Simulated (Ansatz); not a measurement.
Pressure series in Ge3N4

Consider Ge₃N₄ (space group P6_3/m, No. 176; a = 8.057 Å, c = 3.085 Å).

Cell and atoms are relaxed at each pressure.

Method: PBEsol (Ansatz, a quantum-chemistry and plane-wave program), without spin-orbit coupling.

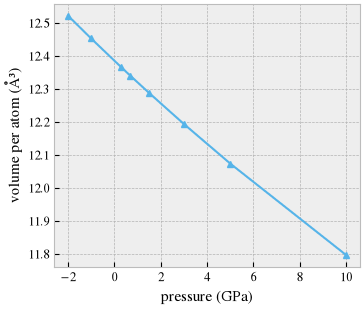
Figure. Volume against pressure

Task: Estimate the zero-pressure bulk modulus from the plot.

Result: About 190 GPa; a third-order Birch–Murnaghan fit to the points gives V₀ = 12.39 Å³/atom, B₀ = 187 GPa and B₀′ = 3.9.

Between the base and pressure 10 GPa the gap moves from 2.09 eV to 2.60 eV, a mean slope of 51 meV/GPa.

Load acts through the strain it causes; cell and atoms are relaxed under it. Stability against distortions was not tested. Competing high-pressure phases were not computed.
